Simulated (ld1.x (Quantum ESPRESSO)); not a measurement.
**Gallium: generating and testing an RRKJ potential**

Aim: build the potential from the settings below, then test how well it stands in for the atom: other configurations, scattering, ghost states and the plane-wave cutoff that it needs.

Method: ld1.x (Quantum ESPRESSO) 7.5, PBE, scalar-relativistic.

### Step 1. The design

The settings as typed:

| Quantity | Value |
| --- | --- |
| element | gallium (Ga, Z = 31) |
| type | norm-conserving RRKJ (Kleinman–Bylander form) |
| frozen core | [Ar] |
| valence charge | 13 |
| reference configuration | 3d10 4s2 4p0 (charge +1) |
| partial waves | 4s (bound): rc 1.85 bohr; 3d (bound): rc 0.80 bohr; 4p (bound, empty): rc 2.10 bohr |
| local potential | the p channel |
| core correction | a·sin(br)/r model core inside 0.55 bohr |

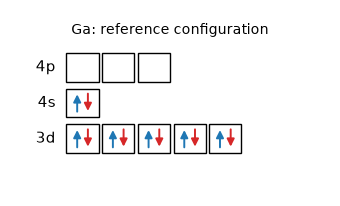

The outer shells as boxes. The arrows follow Hund's rule for the drawing; the calculation itself is spin-unpolarised.

The nodes and maxima of the atom's own shells, from an earlier all-electron run, set the scale for the radii.

All-electron outer shells of the reference configuration (PBE, scalar-relativistic, ld1.x):

```json
{"shell": "3s", "level (eV)": "-156.41", "outermost node (bohr)": "0.27", "outermost maximum (bohr)": "0.56"}
{"shell": "3p", "level (eV)": "-107.14", "outermost node (bohr)": "0.24", "outermost maximum (bohr)": "0.56"}
{"shell": "3d", "level (eV)": "-27.42", "outermost node (bohr)": "–", "outermost maximum (bohr)": "0.53"}
{"shell": "4s", "level (eV)": "-16.33", "outermost node (bohr)": "0.80", "outermost maximum (bohr)": "1.85"}
{"shell": "4p", "level (eV)": "-9.07", "outermost node (bohr)": "0.87", "outermost maximum (bohr)": "2.32"}
```

### Step 2. The generation run

Input file Ga.in:

```
 &input
   title='Ga', zed=31., rel=1, dft='PBE', iswitch=3,
   config='[Ar] 3d10 4s2 4p0',
   nld=3, rlderiv=2.30, eminld=-4.0, emaxld=5.0, deld=0.02
 /
 &inputp
   pseudotype=2, tm=.false., rho0=0.01, lloc=1,
   nlcc=.true., rcore=0.55,
   file_pseudopw='Ga.UPF', file_wfcaegen='ae.wfc', file_wfcncgen='nc.wfc', file_beta='beta', file_chi='chi'
 /
3
4S  1  0   2.00   0.00  1.85  1.85  0.0
3D  3  2  10.00   0.00  0.80  0.80  0.0
4P  2  1   0.00   0.00  2.10  2.10  0.0
 &test
   configts(1)='3d10 4s2 4p0'
 /
```

Launch:

```bash
$ ld1.x < Ga.in > Ga.out
```

Output in Ga.out (without the banner and most projector matrices):

```text
     Program LD1 v.7.5
     --------------------------- All-electron run ----------------------------

     Ga
     scalar relativistic calculation

     atomic number is 31.00
     dft =PBE   lsd =0 sic =0 latt =0  beta=0.20 tr2=1.0E-14
     Exchange-correlation= PBE
                           (   1   4   3   4   0   0   0)
     mesh =1205 r(mesh) = 101.09016 a.u. xmin = -7.00 dx = 0.01250
     1 Ry =  13.60569312 eV, c = 137.03599908

     n l     nl                  e(Ry)          e(Ha)          e(eV)
     1 0     1S 1( 2.00)      -752.5018      -376.2509    -10238.3081
     2 0     2S 1( 2.00)       -93.3869       -46.6935     -1270.5938
     2 1     2P 1( 6.00)       -81.3714       -40.6857     -1107.1147
     3 0     3S 1( 2.00)       -11.4956        -5.7478      -156.4063
     3 1     3P 1( 6.00)        -7.8749        -3.9375      -107.1435
     3 2     3D 1(10.00)        -2.0155        -1.0077       -27.4221
     4 0     4S 1( 2.00)        -1.2003        -0.6002       -16.3315
     4 1     4P 1( 0.00)        -0.6665        -0.3332        -9.0678

     final scf error:  8.6E-16 reached in  30 iterations

     Etot =   -3887.461073 Ry,   -1943.730537 Ha,  -52891.602393 eV

     Ekin =    3953.595456 Ry,    1976.797728 Ha,   53791.406505 eV
     Encl =   -9350.328861 Ry,   -4675.164431 Ha, -127217.705088 eV
     Eh   =    1659.851181 Ry,     829.925591 Ha,   22583.425801 eV
     Exc  =    -150.578849 Ry,     -75.289425 Ha,   -2048.729611 eV

     normalization and overlap integrals

     s(1S/1S) =  1.000000  <r> =   0.0486  <r2> =    0.0032  r(max) =   0.0319
     s(2S/2S) =  1.000000  <r> =   0.2178  <r2> =    0.0560  r(max) =   0.1833
     s(2P/2P) =  1.000000  <r> =   0.1907  <r2> =    0.0446  r(max) =   0.1464
     s(3S/3S) =  1.000000  <r> =   0.6519  <r2> =    0.4907  r(max) =   0.5647
     s(3P/3P) =  1.000000  <r> =   0.6792  <r2> =    0.5443  r(max) =   0.5647
     s(3D/3D) =  1.000000  <r> =   0.8075  <r2> =    0.8524  r(max) =   0.5305
     s(4S/4S) =  1.000000  <r> =   2.2170  <r2> =    5.6519  r(max) =   1.8515
     s(4P/4P) =  1.000000  <r> =   2.8611  <r2> =    9.5287  r(max) =   2.3187

     ------------------------ End of All-electron run ------------------------

     --------------------- Generating NC pseudopotential ---------------------

      Generating local pot.: lloc=1, matching radius rcloc =   2.1000

      Computing core charge for nlcc:

       r > 0.55 : true rho core
       r < 0.55 : rho core = a sin(br)/r    a=  29.37  b=   3.70

      Integrated core pseudo-charge :   9.15

      Wfc   4S  rcut= 1.852  Estimated cut-off energy=       12.96 Ry
      Using 4 Bessel functions for this wfc, rho(0) = 0.010
      This function has    0 nodes for 0 < r <    1.852

      Wfc   3D  rcut= 0.791  Estimated cut-off energy=      371.09 Ry
      This function has    0 nodes for 0 < r <    0.791

     ------------------- End of pseudopotential generation -------------------

     [... the all-electron block is printed once more ...]


     Computing logarithmic derivative in   2.30431
     Computing logarithmic derivative in   2.30431
     Computing the partial wave expansion
     R is outside the sphere for l=    0 j= 0.00
       no projector for channel:   1
     R is outside the sphere for l=    2 j= 0.00

     ---------------------- Testing the pseudopotential ----------------------

     Ga
     scalar relativistic calculation

     atomic number is 31.00   valence charge is 13.00
     dft =PBE   lsd =0 sic =0 latt =0  beta=0.20 tr2=1.0E-14
     mesh =1205 r(mesh) = 101.09016 xmin = -7.00 dx = 0.01250

     n l     nl             e AE (Ry)        e PS (Ry)    De AE-PS (Ry)
     3 2     3D   1(10.00)       -2.01549       -2.01549        0.00000
     1 0     4S   1( 2.00)       -1.20034       -1.20034        0.00000
     2 1     4P   1( 0.00)       -0.66647       -0.66647       -0.00000

     eps = 5.7E-15  iter =  3

     Etot =   -3887.461073 Ry,   -1943.730537 Ha,  -52891.602393 eV
     Etotps =  -176.181585 Ry,     -88.090792 Ha,   -2397.072575 eV

     Ekin =     231.226395 Ry,     115.613197 Ha,    3145.995366 eV
     Encl =    -253.476837 Ry,    -126.738419 Ha,   -3448.728062 eV
     Ehrt =     136.165467 Ry,      68.082733 Ha,    1852.625556 eV
     Ecxc =     -49.727848 Ry,     -24.863924 Ha,    -676.581846 eV
     (Ecc =     -20.591603 Ry,     -10.295802 Ha,    -280.163035 eV)
     Epseu=    -240.368760 Ry,    -120.184380 Ha,   -3270.383588 eV

     ---------------------- End of pseudopotential test ----------------------
```

Wall time 1.8 s (1 thread of Neoverse-V2, shared host). This counts the later configuration tests of the new file too.

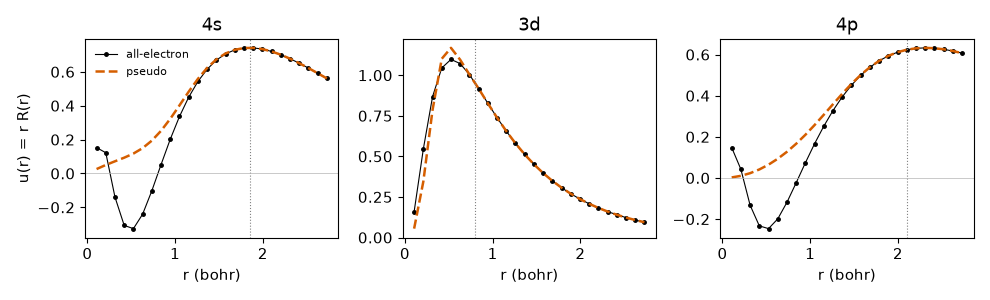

Bound waves of the atom and their pseudo partners (4s, 3d, 4p), with the matching radii dotted. The curves join 26 sampled radii, too few to resolve the innermost nodes.

### Step 3. Transferability test

Input file Ga.test.in:

```
 &input
   title='Ga', zed=31., rel=1, dft='PBE', iswitch=2,
   config='[Ar] 3d10 4s2 4p0'
 /
 &test
   file_pseudo='Ga.UPF', nconf=8,
   configts(1)='3d10 4s2 4p0',
   configts(2)='3d10 4s2 4p1',
   configts(3)='3d10 4s1 4p0',
   configts(4)='3d10 4s0 4p0',
   configts(5)='3d9 4s2 4p2',
   configts(6)='3d10 4s0 4p3',
   configts(7)='3d10 4s2 4p0.5',
   configts(8)='3d9 4s2 4p1'
 /
```

Launch:

```bash
$ ld1.x < Ga.test.in > Ga.test.out
```

Ga.test.out, the pseudopotential blocks, each with the warnings that came before it:

```text
     ---------------------- Testing the pseudopotential ----------------------

     Ga
     scalar relativistic calculation

     atomic number is 31.00   valence charge is 13.00
     dft =PBE   lsd =0 sic =0 latt =0  beta=0.20 tr2=1.0E-14
     mesh =1205 r(mesh) = 101.09016 xmin = -7.00 dx = 0.01250

     n l     nl             e AE (Ry)        e PS (Ry)    De AE-PS (Ry)
     3 2     3D   1(10.00)       -2.01549       -2.01549        0.00000
     1 0     4S   1( 2.00)       -1.20034       -1.20034        0.00000
     2 1     4P   1( 0.00)       -0.66647       -0.66647       -0.00000

     eps = 8.3E-15  iter = 21

     Etot =   -3887.461073 Ry,   -1943.730537 Ha,  -52891.602393 eV
     Etotps =  -176.181588 Ry,     -88.090794 Ha,   -2397.072622 eV

     Ekin =     231.226390 Ry,     115.613195 Ha,    3145.995308 eV
     Encl =    -253.476838 Ry,    -126.738419 Ha,   -3448.728069 eV
     Ehrt =     136.165467 Ry,      68.082734 Ha,    1852.625561 eV
     Ecxc =     -49.727848 Ry,     -24.863924 Ha,    -676.581846 eV
     (Ecc =     -20.591603 Ry,     -10.295802 Ha,    -280.163035 eV)
     Epseu=    -240.368759 Ry,    -120.184380 Ha,   -3270.383575 eV

     ---------------------- End of pseudopotential test ----------------------

     ---------------------- Testing the pseudopotential ----------------------

     Ga
     [...]
     n l     nl             e AE (Ry)        e PS (Ry)    De AE-PS (Ry)
     3 2     3D   1(10.00)       -1.40782       -1.41036        0.00254
     1 0     4S   1( 2.00)       -0.65769       -0.65719       -0.00050
     2 1     4P   1( 1.00)       -0.18956       -0.18943       -0.00013

     eps = 9.7E-15  iter = 26

     Etot =   -3887.879138 Ry,   -1943.939569 Ha,  -52897.290452 eV
     Etotps =  -176.599542 Ry,     -88.299771 Ha,   -2402.759177 eV
     dEtot_ae =      -0.418065 Ry
     dEtot_ps =      -0.417954 Ry,   Delta E=      -0.000111 Ry

     [...]
     ---------------------- End of pseudopotential test ----------------------

     Warning: n=3, l=2 expected 0 nodes, found 1
     ---------------------- Testing the pseudopotential ----------------------

     Ga
     [...]
     n l     nl             e AE (Ry)        e PS (Ry)    De AE-PS (Ry)
     3 2     3D   1(10.00)       -2.89274       -2.89019       -0.00254
     1 0     4S   1( 1.00)       -1.91606       -1.91849        0.00243
     2 1     4P   1( 0.00)       -1.30377       -1.30600        0.00223

     eps = 8.0E-15  iter = 12

     Etot =   -3885.908206 Ry,   -1942.954103 Ha,  -52870.474558 eV
     Etotps =  -174.627318 Ry,     -87.313659 Ha,   -2375.925704 eV
     dEtot_ae =       1.552867 Ry
     dEtot_ps =       1.554270 Ry,   Delta E=      -0.001403 Ry

     [...]
     ---------------------- End of pseudopotential test ----------------------

     ---------------------- Testing the pseudopotential ----------------------

     Ga
     [...]
     n l     nl             e AE (Ry)        e PS (Ry)    De AE-PS (Ry)
     3 2     3D   1(10.00)       -3.85756       -3.84672       -0.01084  !
     1 0     4S   1( 0.00)       -2.68834       -2.69109        0.00275
     2 1     4P   1( 0.00)       -1.99942       -2.00483        0.00541  !

     eps = 2.8E-16  iter = 12

     Etot =   -3883.609747 Ry,   -1941.804873 Ha,  -52839.202424 eV
     Etotps =  -172.325725 Ry,     -86.162862 Ha,   -2344.610928 eV
     dEtot_ae =       3.851327 Ry
     dEtot_ps =       3.855863 Ry,   Delta E=      -0.004537 Ry

     [...]
     ---------------------- End of pseudopotential test ----------------------

     ---------------------- Testing the pseudopotential ----------------------

     Ga
     [...]
     n l     nl             e AE (Ry)        e PS (Ry)    De AE-PS (Ry)
     3 2     3D   1( 9.00)       -2.06260       -2.20728        0.14468  !
     1 0     4S   1( 2.00)       -0.83426       -0.83320       -0.00106
     2 1     4P   1( 2.00)       -0.28571       -0.28457       -0.00114

     eps = 8.6E-15  iter = 22

     Etot =   -3886.386008 Ry,   -1943.193004 Ha,  -52876.975387 eV
     Etotps =  -175.036524 Ry,     -87.518262 Ha,   -2381.493229 eV
     dEtot_ae =       1.075065 Ry
     dEtot_ps =       1.145064 Ry,   Delta E=      -0.069999 Ry

     [...]
     ---------------------- End of pseudopotential test ----------------------

     ---------------------- Testing the pseudopotential ----------------------

     Ga
     [...]
     n l     nl             e AE (Ry)        e PS (Ry)    De AE-PS (Ry)
     3 2     3D   1(10.00)       -1.67078       -1.67404        0.00326
     1 0     4S   1( 0.00)       -0.80735       -0.80780        0.00044
     2 1     4P   1( 3.00)       -0.29537       -0.29537        0.00000

     eps = 2.8E-15  iter = 18

     Etot =   -3886.896388 Ry,   -1943.448194 Ha,  -52883.919461 eV
     Etotps =  -175.616402 Ry,     -87.808201 Ha,   -2389.382875 eV
     dEtot_ae =       0.564685 Ry
     dEtot_ps =       0.565186 Ry,   Delta E=      -0.000501 Ry

     [...]
     ---------------------- End of pseudopotential test ----------------------

     ---------------------- Testing the pseudopotential ----------------------

     Ga
     [...]
     n l     nl             e AE (Ry)        e PS (Ry)    De AE-PS (Ry)
     3 2     3D   1(10.00)       -1.68964       -1.69104        0.00140
     1 0     4S   1( 2.00)       -0.91338       -0.91296       -0.00043
     2 1     4P   1( 0.50)       -0.41320       -0.41300       -0.00020

     eps = 2.1E-15  iter = 21

     Etot =   -3887.729917 Ry,   -1943.864958 Ha,  -52895.260192 eV
     Etotps =  -176.450395 Ry,     -88.225198 Ha,   -2400.729930 eV
     dEtot_ae =      -0.268843 Ry
     dEtot_ps =      -0.268807 Ry,   Delta E=      -0.000036 Ry

     [...]
     ---------------------- End of pseudopotential test ----------------------

     ---------------------- Testing the pseudopotential ----------------------

     Ga
     [...]
     n l     nl             e AE (Ry)        e PS (Ry)    De AE-PS (Ry)
     3 2     3D   1( 9.00)       -2.71320       -2.85658        0.14338  !
     1 0     4S   1( 2.00)       -1.42025       -1.41803       -0.00222
     2 1     4P   1( 1.00)       -0.81681       -0.81500       -0.00181

     eps = 7.7E-15  iter = 15

     Etot =   -3885.843536 Ry,   -1942.921768 Ha,  -52869.594673 eV
     Etotps =  -174.495604 Ry,     -87.247802 Ha,   -2374.133637 eV
     dEtot_ae =       1.617538 Ry
     dEtot_ps =       1.685984 Ry,   Delta E=      -0.068447 Ry

     [...]
     ---------------------- End of pseudopotential test ----------------------
```

The tests as a table, with energies relative to 3d10 4s2 4p0. A star marks tests that logged a warning. The frozen-core shift comes from a second all-electron run, not shown, with the core orbitals held at their reference shape; it is that run's ΔE less the relaxed one.

```csv
valence configuration,charge,ΔE all-electron (eV),error AE − PS (meV),frozen-core shift (meV)
3d10 4s2 4p1,0,-5.688,-1.5,-0.5
3d10 4s1 4p0 *,+2,21.128,-19,+3.3
3d10 4s0 4p0,+3,52.400,-62,+13
3d9 4s2 4p2,0,14.627,-952,+206
3d10 4s0 4p3,0,7.683,-6.8,+1.6
3d10 4s2 4p0.5,+0.5,-3.658,-0.5,-0.4
3d9 4s2 4p1,+1,22.008,-931,+208
```

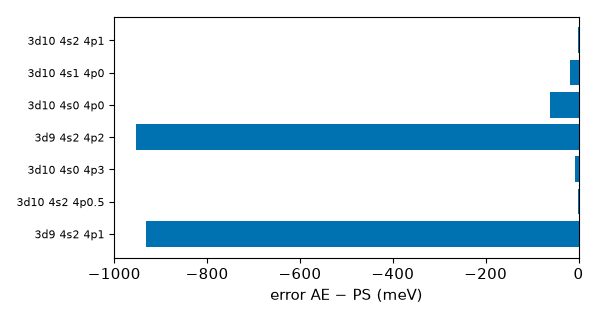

Error of the potential in each test configuration.

### Step 4. Does it scatter like the atom?

Taken from the files of the generation run. The phase is arctan(r·u′/u) with u = r·R, unwrapped, with energies in Ry. A pole is an energy at which the radial function vanishes at the test radius. The pseudo phase is shifted by a multiple of π to meet the all-electron one at the reference energy. Levels narrower than the energy grid can be missing from the poles. The last column is the largest difference on the grid between −1 and +1 Ry.

```tsv
channel	radius (bohr)	reference (Ry)	poles AE	poles PS	window around the reference with phases within 0.05 rad (Ry)	largest difference near zero (rad)
s	2.30	-1.20	0.65	0.78	below 2.5	0.016
p	2.30	-0.67	1.93	1.82	below 3.8	0.006
d	2.30	-2.02	-1.94, 4.19	-1.94	below -0.4	0.375
```

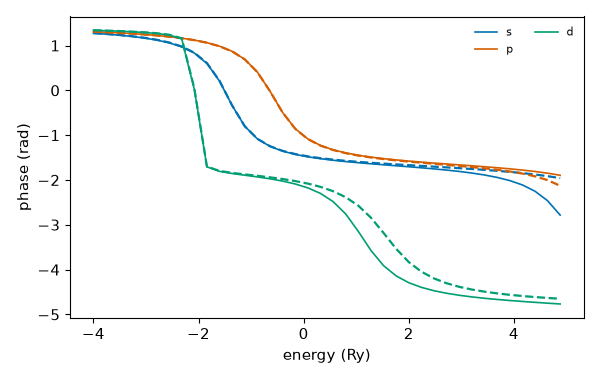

All-electron (solid) and pseudo (dashed) phases against energy.

### Step 5. Plane-wave convergence, by spherical Bessel functions

This step uses the generator's waves and projectors in a separate script. Basis: spherical Bessel functions vanishing at 20 bohr, q² up to the cutoff; potential fixed at the reference.

All-electron valence levels (Ry): 4s -1.2003, 3d -2.0155, 4p -0.6665. The lowest levels of each channel (Ry) by cutoff; the last column sums, over occupied levels, occupation times the distance from the level at 400 Ry. A positive value at high cutoff is not a bound level.

```csv
cutoff (Ry),s #1,s #2,d #1,p #1,f #1,Σ f·Δε (mRy)
8,-4.0522,-1.1214,-0.1994,-0.6612,-0.0486,18319.7
15,-6.5219,-1.1820,-0.1996,-0.6659,-0.0486,18196.3
25,-6.9737,-1.1866,-0.2000,-0.6664,-0.0486,18183.3
40,-10.3882,-1.1992,-0.2021,-0.6665,-0.0486,18137.3
55,-11.2410,-1.2003,-0.2061,-0.6665,-0.0486,18095.2
90,-11.2703,-1.2004,-0.2684,-0.6665,-0.0486,17471.8
120,-11.2731,-1.2004,-0.9279,-0.6665,-0.0486,10876.6
180,-11.2740,-1.2004,-1.8873,-0.6665,-0.0486,1283.0
260,-11.2743,-1.2004,-2.0142,-0.6665,-0.0486,13.4
300,-11.2744,-1.2004,-2.0153,-0.6665,-0.0486,2.6
400,-11.2744,-1.2004,-2.0156,-0.6665,-0.0486,0.0
```

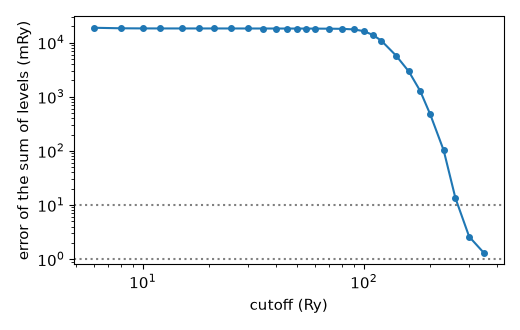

Occupation-weighted error of the valence levels against the cutoff; the dotted lines mark 10 and 1 mRy.

The sum stays within 10 mRy from 300 Ry and within 1 mRy only somewhere over 300 Ry. The sum leaves out empty levels, which can need more. Ghost test: ghost state, bound below the all-electron valence or empty levels of the same l: s at -153.4 eV.

### Step 6. Outcome

| quantity | value |
| --- | --- |
| cutoffs for 10 and 1 mRy, occupied levels | 300 Ry and over 300 Ry |
| bound ghosts | s at -153.40 eV |
| largest test error (AE − PS) | -952 meV, for 3d9 4s2 4p2 |
| largest phase difference near zero energy, channels read | 0.375 rad |

In words: It has a bound ghost (s), a state that the atom doesn't have, and that rules the file out. Close by lies the frozen 3s level (-156.4 eV). By total energies transferability is poor: the largest error is 952 meV on 14.6 eV, for 3d9 4s2 4p2. Freezing the core alone would shift it much less, so the error comes from the pseudisation. It counts as very hard, with 300 Ry needed at the looser tolerance. The tighter tolerance needs over 300 Ry, and converged work needs a cutoff nearer that. The slowest occupied level is 3d: taken alone it needs 300 Ry to come within 1 mRy, against 45 Ry for 4s. Of the channels read, d scatters worst near zero energy, by up to 0.37 rad. All of this concerns the isolated atom, not yet a solid.
